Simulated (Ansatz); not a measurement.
# Cu(111) slab, 3 layers: phonons and vibrational spectra

How does Cu(111) slab, 3 layers vibrate, and is this structure a minimum?

Program: Ansatz 0.2.0. Level of theory: DFT PBEsol, scalar-relativistic, plane waves, PAW; PAW set soft_1. Results are calculated unless marked as measured.

## 1. Set-up

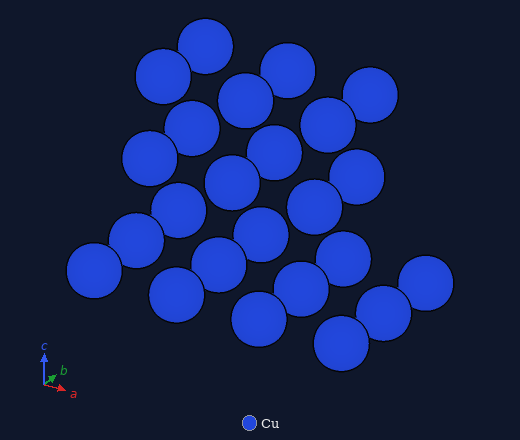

The cell as given, slightly off an axis (copper blue). 3×2×1 cells are drawn. Some periodic images of atoms are drawn too.

The cell holds 3 atoms: 3 Cu. Cell: a = 2.553 Å, b = 2.553 Å, c = 17.168 Å, α = 90.0°, β = 90.0°, γ = 120.0°. It derives from Cu. Vacuum lies along c.

## 2. Relaxation

The cell and atoms are relaxed, since residual forces and stress would shift the frequencies.

The program solves this slab on a cell height of its own, 32.1 Å, in place of the one typed.

input.yaml

```yaml
crystal:
  lattice:
    - [2.55266, 0.0, 0.0]
    - [-1.27633, 2.21066, 0.0]
    - [0.0, 0.0, 17.16847]
  atoms:
    - { symbol: Cu, position: [0.0, 0.0, 0.378601] }
    - { symbol: Cu, position: [0.333333, 0.666667, 0.5] }
    - { symbol: Cu, position: [0.666667, 0.333333, 0.621399] }
  periodic: [true, true, false]
kpoints:
  mp_grid: { grid: [18, 18, 1] }
hamiltonian:
  xc: pbesol
  pseudopotentials: { kind: paw, azcp: { folder: soft_1 }, xc_functional: pbe }
scf:
  occupations: { method: gaussian, width: 0.1 }
output:
  forces: true
  stress: true
  eigenvalues: true
relax:
  adjacent_minimum: "off"
  f_tol: 0.005
  max_steps: 80
  cell: { stress_2d_tol: 0.02 }
```

Run with:

```sh
ansatz run input.yaml --threads 4 --pin off --max-ram 16384MiB --backend cpu --events-out ev --progress --plain --runs-dir out
```

Numbers of over 12 decimals in the logs are rounded to 6 here.

What it wrote:

```text
Warning: crystal.periodic: the lattice vector that does not repeat stood 0.000° off the slab's normal, 17.168 Å along it as the deck builds it. The run solves the slab on a vector along the normal, 32.137 Å long, with every atom where it was (on the deck's vector they left 13.00 Å outside them, and the widest stretch free of ions among them is 2.08 Å). A fractional position that the run reports is one of the run's ce [...]
Warning: the atoms were moved onto the symmetric positions of the space group found under crystal.symmetry.tolerance 1.0e-5 (fractional; no operation is sought that the atoms, as they stand in a round, miss by more than twice it, and no atom is moved by as much as it), and the run uses the moved positions. Before a round's move an operation carried an atom to 2.95e-6 Å from where it should land, the largest such dist [...]
crystal.periodic: the lattice vector that does not repeat stood 0.000° off the slab's normal, 17.168 Å along it as the deck builds it. The run solves the slab on a vector along the normal, 32.137 Å long, with every atom where it was (on the deck's vector they left 13.00 Å outside them, and the widest stretch free of ions among them is 2.08 Å). A fractional position that the run reports is one of the run's cell, which [...]
Engine: ansatz 0.2.0, aarch64-unknown-linux-gnu
Pseudopotentials: kind: paw
Pseudopotential: Cu, paw, valence charge 19, recommended cutoff 420 eV (normal), soft_1/Cu.paw.azcp
Functional definition: PBEsol
  exchange = pbesol_x
  correlation = pbesol_c
Crystal: 3 atoms, lattice volume = 181.351 Å³
Basis set: ecut = 420 eV, 3617 PW (Γ), exchange–correlation on 36×36×432 points (8 copies of the dense FFT grid, shifted against one another)
Bands: 35, of which v1, the nominal top of the filled ones, is band 29 counted from 1 (28 counted from 0)
Symmetry: 12 space group operations
Space group: P-3m1 (ITA 164), of the structure as read, at distance tolerance 5.7e-5 Å
k-points: 37 of 324
Non-local potential: Cu, projectors of the file, l = 0: 3, l = 1: 2, l = 2: 3, l = 3: 1
PAW form: soft (Blöchl's): semilocal exchange-correlation on the pseudo side does not see the compensation charge
PAW frozen core: Cu, regenerated for the run's functional, and the local potential with it (the file was generated under x = pbe(κ = 0.804, μ = 0.219515), c = pbe(β = 0.066725))
PAW one-centre angular grid: Cu, 590 points (default); XC on 64 Gauss nodes
Initial density: superposition of atomic densities (neutral atoms: chi_scale 0, normalization atom)
Initial wavefunctions: pseudopotential atomic-orbital guess
Functional: x = pbesol(κ = 0.804, μ = 0.123457), c = pbesol(β = 0.046)
SCF iter   1: F=—  HF=-19768.011484 eV  |F-HF|=—  |Δ(HF+E_count)|=         —  Δρ=1.25e-1  dr2=1.70e1  ethr=3.10e-3  ⟨swp⟩=14.1  Hψ=8994  notcnv=0  defer=1
preconditioner: auto → LDOS  [metal: Δε(μ)=0.096 eV  Ē_g=7.564 eV  σ=0.100 eV  W_gap=0.49  n_scr=22 (ndim 8)  ℏωp=15.8 eV  f_vac=0.757  D(μ)=1.46/eV (n_scr^D=12)  β→1.0]
SCF iter   2: F=—  HF=-19785.639978 eV  |F-HF|=—  |Δ(HF+E_count)|=    1.76e1  Δρ=2.44e-1  dr2=5.82e1  ethr=3.10e-3  ⟨swp⟩=4.2  Hψ=4355  notcnv=0  defer=65  recentre
SCF iter   3: F=—  HF=-19765.321024 eV  |F-HF|=—  |Δ(HF+E_count)|=    2.03e1  Δρ=3.48e-2  dr2=1.49e0  ethr=3.10e-3  ⟨swp⟩=4.2  Hψ=4106  notcnv=0  defer=59
SCF iter   4: F=—  HF=-19765.136494 eV  |F-HF|=—  |Δ(HF+E_count)|=   1.85e-1  Δρ=8.07e-3  dr2=1.12e-1  ethr=2.62e-3  ⟨swp⟩=2.6  Hψ=2515  notcnv=0  defer=56
SCF iter   5: F=—  HF=-19765.116893 eV  |F-HF|=—  |Δ(HF+E_count)|=   1.96e-2  Δρ=5.72e-3  dr2=6.70e-2  ethr=1.97e-4  ⟨swp⟩=2.9  Hψ=2888  notcnv=0  defer=55
SCF iter   6: F=—  HF=-19765.117676 eV  |F-HF|=—  |Δ(HF+E_count)|=   7.83e-4  Δρ=3.32e-3  dr2=2.51e-2  ethr=1.18e-4  ⟨swp⟩=1.7  Hψ=1474  notcnv=0  defer=55
SCF iter   7: F=—  HF=-19765.117624 eV  |F-HF|=—  |Δ(HF+E_count)|=   5.22e-5  Δρ=1.30e-3  dr2=3.97e-3  ethr=4.40e-5  ⟨swp⟩=1.9  Hψ=1722  notcnv=0  defer=55
SCF iter   8: F=—  HF=-19765.117814 eV  |F-HF|=—  |Δ(HF+E_count)|=   1.90e-4  Δρ=3.24e-4  dr2=3.10e-4  ethr=6.96e-6  ⟨swp⟩=2.1  Hψ=1889  notcnv=0  defer=55
SCF iter   9: F=—  HF=-19765.117889 eV  |F-HF|=—  |Δ(HF+E_count)|=   7.49e-5  Δρ=2.60e-4  dr2=9.89e-5  ethr=5.44e-7  ⟨swp⟩=2.9  Hψ=2208  notcnv=0  defer=55
SCF iter  10: F=—  HF=-19765.117894 eV  |F-HF|=—  |Δ(HF+E_count)|=   5.86e-6  Δρ=9.76e-5  dr2=1.04e-5  ethr=1.74e-7  ⟨swp⟩=2.0  Hψ=1628  notcnv=0  defer=55
SCF iter  11: F=—  HF=-19765.117895 eV  |F-HF|=—  |Δ(HF+E_count)|=   8.33e-7  Δρ=5.97e-5  dr2=3.64e-6  ethr=1.83e-8  ⟨swp⟩=2.9  Hψ=2641  notcnv=0  defer=55
SCF iter  12: F=—  HF=-19765.117895 eV  |F-HF|=—  |Δ(HF+E_count)|=   3.17e-8  Δρ=1.93e-5  dr2=3.92e-7  ethr=6.38e-9  ⟨swp⟩=2.6  Hψ=2112  notcnv=0  defer=55
iter 13 did not close the SCF: its close was put off until two iterations running show no level that it waits for move by more than its bar (scf_convergence_deferred on its scf_iter line)
SCF iter  13: F=-19765.117895 eV  HF=-19765.117895 eV  |F-HF|=2.38e-9  |Δ(HF+E_count)|=   1.38e-8  Δρ=2.40e-6  dr2=1.23e-8  ethr=1.75e-10  ⟨swp⟩=16.4  Hψ=7159  notcnv=0
iter 14 did not close the SCF: its close was put off until two iterations running show no level that it waits for move by more than its bar (scf_convergence_deferred on its scf_iter line)
SCF iter  14: F=-19765.117895 eV  HF=-19765.117895 eV  |F-HF|=5.86e-9  |Δ(HF+E_count)|=   2.18e-9  Δρ=7.71e-7  dr2=1.14e-9  ethr=2.16e-11  ⟨swp⟩=4.6  Hψ=4460  notcnv=0
SCF iter  15: F=-19765.117895 eV  HF=-19765.117895 eV  |F-HF|=2.00e-9  |Δ(HF+E_count)|=   4.90e-9  Δρ=8.69e-8  dr2=9.29e-12  ethr=1.99e-12  ⟨swp⟩=4.6  Hψ=4313  notcnv=0
SCF 1 converged in 15 iterations: F = -19765.117895 eV  dr2 = 9.29e-12
  greatest PAW one-centre occupation: 1.000 electrons in one spin orbital (limit 2), on the Cu atom at site 2 (counted from 0), in its partial waves of l = 0
relax step   1: F+E_penalty+E_count = -19765.11789521 eV  Δ(F+E_penalty+E_count) = +0.000e0 eV  max|allowed force component| = 3.288e-1 eV/Å  Δτ_max = 0.0000 Å  P = -7.244 N/m  Ω = 181.351 Å³  fix = [c, alpha, beta]  reactions: c -0.000 N/m  (15 SCF iters, dr2 threshold 1.00e-7 eV, accepted)
Crystal: 3 atoms, lattice volume = 176.603 Å³
Basis set: ecut = 420 eV, 3449 PW (Γ), exchange–correlation on 36×36×432 points (8 copies of the dense FFT grid, shifted against one another)
Initial density: handed on by an earlier stage of this run
Initial wavefunctions: those handed on with the density
iter 1 solved again at ethr=9.08e-5 eV; its pass at ethr=3.10e-3 eV (dr2=5.17e-2 eV) is discarded
[...]
iter 9 did not close the SCF: its close was put off until two iterations running show no level that it waits for move by more than its bar (scf_convergence_deferred on its scf_iter line)
SCF iter   9: F=-19765.213596 eV  HF=-19765.213596 eV  |F-HF|=4.25e-8  |Δ(HF+E_count)|=   1.11e-7  Δρ=1.45e-6  dr2=3.35e-9  ethr=7.46e-11  ⟨swp⟩=5.8  Hψ=5362  notcnv=0
SCF iter  10: F=-19765.213596 eV  HF=-19765.213596 eV  |F-HF|=2.22e-9  |Δ(HF+E_count)|=   4.21e-8  Δρ=6.13e-7  dr2=4.50e-10  ethr=5.88e-12  ⟨swp⟩=5.3  Hψ=4577  notcnv=0
SCF 3 converged in 10 iterations: F = -19765.213596 eV  dr2 = 4.50e-10
relax step   3: F+E_penalty+E_count = -19765.21359642 eV  Δ(F+E_penalty+E_count) = -3.048e-2 eV  max|allowed force component| = 6.990e-2 eV/Å  Δτ_max = 0.0073 Å  P = +0.824 N/m  Ω = 169.044 Å³  energy of the carried Pulay correction = +1.775e-3 eV  fix = [c, alpha, beta]  reactions: c +0.000 N/m  (10 SCF iters, dr2 threshold 3.00e-7 eV, accepted)
[...]
relax step   4: F+E_penalty+E_count = -19765.21474169 eV  Δ(F+E_penalty+E_count) = -1.145e-3 eV  max|allowed force component| = 3.897e-3 eV/Å  Δτ_max = 0.0111 Å  P = -0.206 N/m  Ω = 169.991 Å³  energy of the carried Pulay correction = +1.634e-3 eV  fix = [c, alpha, beta]  reactions: c -0.000 N/m  (11 SCF iters, dr2 threshold 3.00e-7 eV, accepted)
[...]
relax step   5: F+E_penalty+E_count = -19765.21484296 eV  Δ(F+E_penalty+E_count) = -1.013e-4 eV  max|allowed force component| = 1.421e-3 eV/Å  Δτ_max = 0.0006 Å  P = +0.069 N/m  Ω = 169.628 Å³  energy of the carried Pulay correction = +1.688e-3 eV  fix = [c, alpha, beta]  reactions: c +0.000 N/m  (10 SCF iters, dr2 threshold 5.29e-8 eV, accepted)
[...]
relax step   6: F+E_penalty+E_count = -19765.21483533 eV  Δ(F+E_penalty+E_count) = +7.633e-6 eV  max|allowed force component| = 8.297e-6 eV/Å  Δτ_max = 0.0001 Å  P = -0.000 N/m  Ω = 169.718 Å³  energy of the carried Pulay correction = +1.674e-3 eV  fix = [c, alpha, beta]  reactions: c -0.000 N/m  (7 SCF iters, dr2 threshold 5.88e-9 eV, accepted)
Initial wavefunctions: pseudopotential atomic-orbital guess (no wavefunctions were taken with the density)
iter 1 solved again at ethr=4.59e-6 eV; its pass at ethr=3.10e-3 eV (dr2=2.62e-3 eV) is discarded
SCF iter   1: F=—  HF=-19765.212959 eV  |F-HF|=—  |Δ(HF+E_count)|=         —  Δρ=6.30e-5  dr2=1.76e-6  ethr=4.59e-6  ⟨swp⟩=4.1  Hψ=12392  notcnv=0
eigensolver tolerance schedule: the retry pair's looser diagonalisation over-reported the residual by 1485.27 of it (diagonalisation noise at an unbounded share of the residual, at the tolerance the schedule requests for it); recorded, not acted on — ethr = c·dr2/N_el stays at c = 1.0e-1
preconditioner: auto → LDOS  [metal: Δε(μ)=0.052 eV  Ē_g=8.937 eV  σ=0.100 eV  W_gap=0.27  n_scr=22 (ndim 8)  ℏωp=16.4 eV  f_vac=0.760  D(μ)=2.61/eV (n_scr^D=16)  β→1.0]
SCF iter   2: F=—  HF=-19765.213023 eV  |F-HF|=—  |Δ(HF+E_count)|=   6.37e-5  Δρ=4.29e-4  dr2=1.79e-4  ethr=3.09e-9  ⟨swp⟩=5.1  Hψ=4420  notcnv=0
SCF iter   3: F=—  HF=-19765.213011 eV  |F-HF|=—  |Δ(HF+E_count)|=   1.18e-5  Δρ=4.48e-4  dr2=1.74e-4  ethr=3.09e-9  ⟨swp⟩=4.1  Hψ=3655  notcnv=0
SCF iter   4: F=—  HF=-19765.212983 eV  |F-HF|=—  |Δ(HF+E_count)|=   2.86e-5  Δρ=1.19e-4  dr2=1.23e-5  ethr=3.09e-9  ⟨swp⟩=3.8  Hψ=3153  notcnv=0
SCF iter   5: F=—  HF=-19765.212986 eV  |F-HF|=—  |Δ(HF+E_count)|=   3.75e-6  Δρ=2.87e-5  dr2=7.52e-7  ethr=3.09e-9  ⟨swp⟩=2.9  Hψ=2807  notcnv=0
SCF iter   6: F=—  HF=-19765.212986 eV  |F-HF|=—  |Δ(HF+E_count)|=   4.05e-8  Δρ=2.09e-6  dr2=1.87e-8  ethr=1.32e-9  ⟨swp⟩=2.6  Hψ=2494  notcnv=0
SCF iter   7: F=—  HF=-19765.212987 eV  |F-HF|=—  |Δ(HF+E_count)|=   8.86e-8  Δρ=7.57e-7  dr2=1.26e-9  ethr=3.28e-11  ⟨swp⟩=3.0  Hψ=2490  notcnv=0
SCF iter   8: F=—  HF=-19765.212987 eV  |F-HF|=—  |Δ(HF+E_count)|=   1.28e-8  Δρ=2.15e-7  dr2=1.14e-10  ethr=2.20e-12  ⟨swp⟩=2.6  Hψ=2211  notcnv=0
SCF iter   9: F=—  HF=-19765.212987 eV  |F-HF|=—  |Δ(HF+E_count)|=   1.99e-9  Δρ=1.11e-7  dr2=2.35e-11  ethr=1.00e-12  ⟨swp⟩=1.2  Hψ=1382  notcnv=0
SCF iter  10: F=—  HF=-19765.212987 eV  |F-HF|=—  |Δ(HF+E_count)|=  7.42e-10  Δρ=4.78e-8  dr2=3.16e-12  ethr=1.00e-12  ⟨swp⟩=1.2  Hψ=1314  notcnv=0
SCF iter  11: F=-19765.212987 eV  HF=-19765.212987 eV  |F-HF|=1.75e-10  |Δ(HF+E_count)|=  2.91e-11  Δρ=3.44e-8  dr2=1.07e-12  ethr=1.00e-12  ⟨swp⟩=11.3  Hψ=8123  notcnv=0
SCF 7 converged in 11 iterations: F = -19765.212987 eV  dr2 = 1.07e-12
relax step   7: F+E_penalty+E_count = -19765.21298656 eV  Δ(F+E_penalty+E_count) = +1.849e-3 eV  max|allowed force component| = 2.909e-5 eV/Å  Δτ_max = 0.0000 Å  P = +0.009 N/m  Ω = 169.718 Å³  fix = [c, alpha, beta]  reactions: c +0.000 N/m  stress off target by 9.01e-3 N/m on what of the cell is left free  SCF on the basis re-selected at this cell (its energy is not comparable with the rows above)  (11 SCF iters)
basis re-selected at this cell: Δ(F+E_penalty+E_count) = +1.849e-3 eV, ΔP = +0.010 N/m vs the last step (what re-selecting the basis moved, of the pressure what is left beyond the Pulay correction that the steps carried, after the strain that the cell walked since its last selection, with what the two solves' SCF thresholds leave and, on support functions, any second-order correction that the steps lacked; it is no m [...]
SCF converged after 11 iterations
Free energy (F): -19765.212987 eV
Harris-Foulkes:  -19765.212987 eV  (|F-HF|=1.75e-10)
Internal energy: -19765.199929 eV  (E = F + TS)
E sigma→0 (E₀):  -19765.206458 eV
Entropy (-TS):   -0.013058 eV (-4.353 meV/atom)
Fermi energy:    -4.990058 eV
--- Per-component energies (eV) ---
  E_band       = -2316.795052
  E_kinetic    = 788.404666
  E_local      = -350367.252988  (includes V_loc(G=0)·N_el)
  E_nonlocal   = 2676.034589
  E_hartree    = 173537.960313
  E_xc         = -205.461322
  E_vxc        = -266.252383  (∫ρ·V_xc dr)
  E_paw        = -5338.220580  (= ΣΔE_a)
  E_vpaw       = -2223.652471  (= ΣTr[D̂ρ^β])
  E_aug_tail   = 0.002963  (compensation charges beyond the density's cutoff)
  E_ewald      = 159142.713821
  E_core_change = 0.618608  (= ΣΔE_core)
  E_smearing   = -0.013058  (= −TS)
  E_closure    = -0.000000  (closes the sum)
  Σ components = -19765.212987   (vs F -19765.212987, Δ=0.00e0)
--- Forces (eV/Å), atoms counted from 1 ---
  atom   1  Cu    -0.00000000    -0.00000000    -0.00002909
  atom   2  Cu     0.00000000     0.00000000     0.00000000
  atom   3  Cu    -0.00000000     0.00000000     0.00002909
  max |Σ_I F_I| component: 6.94e-18 eV/Å
--- 2D stress c σ (N/m, compression-positive) ---
        0.009010      -0.000000       0.000000
       -0.000000       0.009010       0.000000
        0.000000       0.000000       0.000000
  P = ½ c Tr σ = 0.0090 N/m
--- Band table (eV; the first three rows and the last of 37) ---
  k-point 0: bands = [... 25 lower, -6.8916, -6.8916, -6.7410, -6.6791, -6.6791, -5.4283, -0.5504 (-0.5536°), -0.1780 (-0.2021°), ... 2 higher]
  k-point 1: bands = [... 25 lower, -7.1141, -6.8945, -6.8508, -6.6792, -6.4506, -5.1296, -0.4625 (-0.4655°), -0.0749 (-0.0992°), ... 2 higher]
  k-point 2: bands = [... 25 lower, -7.2612, -7.0555, -6.9051, -6.6793, -6.0511, -4.4729, -0.1992 (-0.2017°), 0.2339 (0.2091°), ... 2 higher]
  k-point 36: bands = [... 25 lower, -6.8168, -6.7830, -0.9878, -0.9878, -0.4765, 0.0627, 1.5288, 1.5288, ... 2 higher]
  ° read free of the cell's end (the report's vacuum.weakly_bound_levels)
--- Relaxed structure (6 steps of the walk, 6 accepted, 1 SCFs on fresh bases) ---
  F+E_penalty+E_count = -19765.21298656 eV   max|allowed force component| = 2.909e-5 eV/Å   (the final SCF, on the basis selected at the relaxed cell)
  cell:  # Å, volume = 169.7178 Å³
    - [2.469426, 0.0, 0]
    - [-1.234713, 2.138586, 0]
    - [0, 0, 32.13694035812]
  atoms:
    - { symbol: Cu, position: [8.855706263706426e-19, 0, 0.202808] }
    - { symbol: Cu, position: [0.333333, 0.666667, 0.267114] }
    - { symbol: Cu, position: [0.666667, 0.333333, 0.331420] }
```

The job ended after 28 s (4 threads of Arm Neoverse V2, shared host; peak memory 0.59 GiB; 1.8 min of CPU time).

The steps of the relaxation:

| step | energy less that of the first step (eV) | largest force component (eV/Å) | volume (Å³) |
| --- | --- | --- | --- |
| 1 | 0.0000 | 0.3288 | 181.35 |
| 2 | -0.0652 | 0.1477 | 176.60 |
| 3 | -0.0957 | 0.0699 | 169.04 |
| 4 | -0.0968 | 0.0039 | 169.99 |
| 5 | -0.0969 | 0.0014 | 169.63 |
| 6 | -0.0969 | 0.0000 | 169.72 |
| 7* | -0.0951 | 0.0000 | 169.72 |

Relaxation steps marked * repeat the geometry before them on a plane-wave basis chosen anew for their cell, so energy and pressure can jump there.

Forces are held to the 12 operations that the run works with; a distortion that breaks them can't arise in this run.

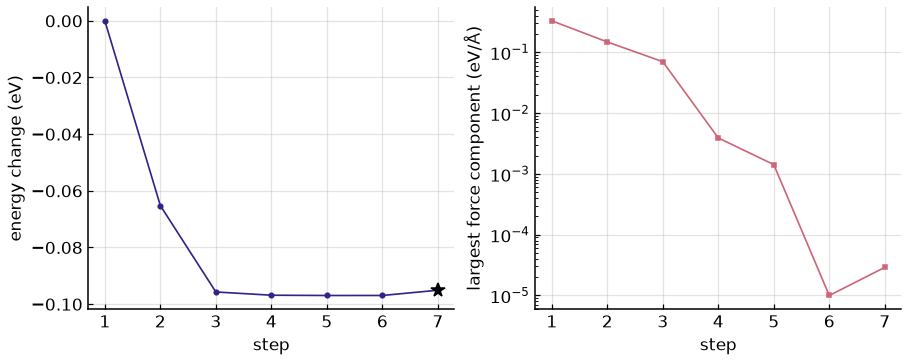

Energy and largest force along the relaxation. Stars mark steps on a basis chosen anew.

| cell as run | before | after | change |
| --- | --- | --- | --- |
| a (Å) | 2.553 | 2.469 | -3.3 % |
| b (Å) | 2.553 | 2.469 | -3.3 % |

The atoms that moved most (Å, along periodic axes as changes of fractional coordinates times the final cell, across vacuum about the mean position):

| atom | dx | dy | dz | length |
| --- | --- | --- | --- | --- |
| Cu3 | 0.000 | 0.000 | -0.018 | 0.018 |
| Cu1 | 0.000 | 0.000 | 0.018 | 0.018 |

Final coordinates:

```xyz
3
Lattice="2.4694 0.0000 0.0000 -1.2347 2.1386 0.0000 0.0000 0.0000 32.1369" Properties=species:S:1:pos:R:3
Cu    0.0000    0.0000    6.5176
Cu    0.0000    1.4257    8.5842
Cu    1.2347    0.7129   10.6508
```

This step gave:

```
gap on the k-mesh : 0 eV
area per atom     : 1.76 Å²
```

The relaxation ends with a largest force component of 2.9e-5 eV/Å.

## 3. Relaxing to small forces for the phonons

Phonons need a cell at rest on their own settings, so the relaxation is repeated with tight tolerances on forces and stress, using the mesh and the filling of the phonon run that follows.

input.yaml

```yaml
crystal:
  lattice:
    - [2.4694263414, 0.0, 0.0]
    - [-1.2347131707, 2.1385859444, 0.0]
    - [0.0, 0.0, 32.1369403581]
  atoms:
    - { symbol: Cu, position: [0.0, 0.0, 0.2028081462] }
    - { symbol: Cu, position: [0.3333333333, 0.6666666667, 0.2671142587] }
    - { symbol: Cu, position: [0.6666666667, 0.3333333333, 0.3314203712] }
  periodic: [true, true, false]
kpoints:
  mp_grid: { grid: [18, 18, 1] }
hamiltonian:
  xc: pbesol
  pseudopotentials: { kind: paw, azcp: { folder: soft_1 }, xc_functional: pbe }
scf:
  occupations: { method: methfessel_paxton, width: 0.2 }
output:
  forces: true
  stress: true
  eigenvalues: true
  write_density: true
  write_potential: true
  elf: true
  volumetric_format: npy
relax:
  adjacent_minimum: "off"
  f_tol: 0.001
  max_steps: 60
  cell: { stress_2d_tol: 0.002 }
```

What it wrote:

```text
[...]
Crystal: 3 atoms, lattice volume = 169.718 Å³
Basis set: ecut = 420 eV, 3209 PW (Γ), exchange–correlation on 36×36×432 points (8 copies of the dense FFT grid, shifted against one another)
Bands: 35, of which v1, the nominal top of the filled ones, is band 29 counted from 1 (28 counted from 0)
Symmetry: 12 space group operations
[...]
k-points: 37 of 324
[...]
° read free of the cell's end (the report's vacuum.weakly_bound_levels)
--- Relaxed structure (5 steps of the walk, 5 accepted, 1 SCFs on fresh bases) ---
[...]
cell:  # Å, volume = 169.8491 Å³
    - [2.470381, 0.0, 0]
    - [-1.235191, 2.139413, 0]
    - [0, 0, 32.1369403581]
  atoms:
    - { symbol: Cu, position: [0, 0, 0.202844] }
    - { symbol: Cu, position: [0.333333, 0.666667, 0.2671142587] }
    - { symbol: Cu, position: [0.666667, 0.333333, 0.331385] }
[key lines of the parts left out:]
SCF converged after 11 iterations
Free energy (F): -19765.210649 eV
Fermi energy:    -4.986061 eV
P = ½ c Tr σ = -0.0001 N/m
```

Run time: 26 s. Hardware: 4 threads; peak memory 0.59 GiB.

Little changed from the start: no atom moved by 0.005 Å and no cell edge by 0.1 %.

Numbers from this step:

- area per atom: 1.762 Å²

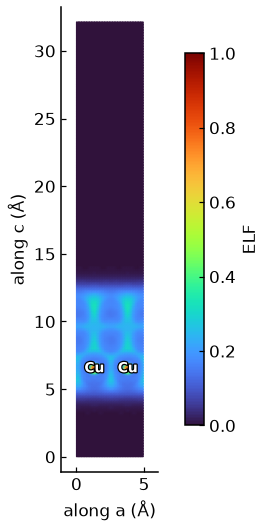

ELF in the ac plane at fractional y = 0.000, with atoms of Cu within 0.2 Å of it. It is the smooth field of the valence electrons, not physical close to the nuclei. The map starts off the cell's origin, so that atoms lie inside it.

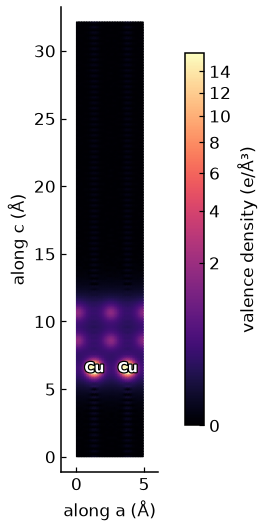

Valence density in the ac plane at fractional y = 0.000, with atoms of Cu within 0.2 Å of it. It is the smooth field of the valence electrons, not physical close to the nuclei. The map starts off the cell's origin, so that atoms lie inside it. The colour scale is stretched toward low values.

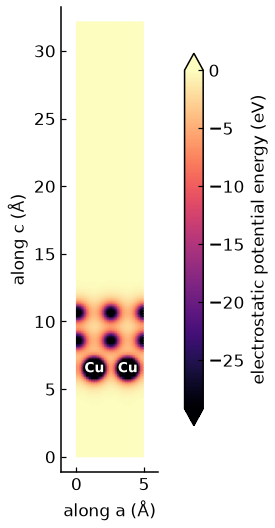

Electrostatic potential energy in the ac plane at fractional y = 0.000, with atoms of Cu within 0.2 Å of it. With pseudopotentials it is smooth inside the atoms' cores, unlike the true potential. The map starts off the cell's origin, so that atoms lie inside it.

The largest force component left is 3.9e-4 meV/Å, within the tolerances set.

[end of part 1 of 2]

[Logs are printed without paths, hosts, clocks, repeated set-up lines and the standing remarks that a program may print on its own settings, such as how far it seeks lower states.]

[Hosts, paths, dates, database ids (printed as entryN), source tags and the programs' standing remarks are cut or masked in the printed files.]
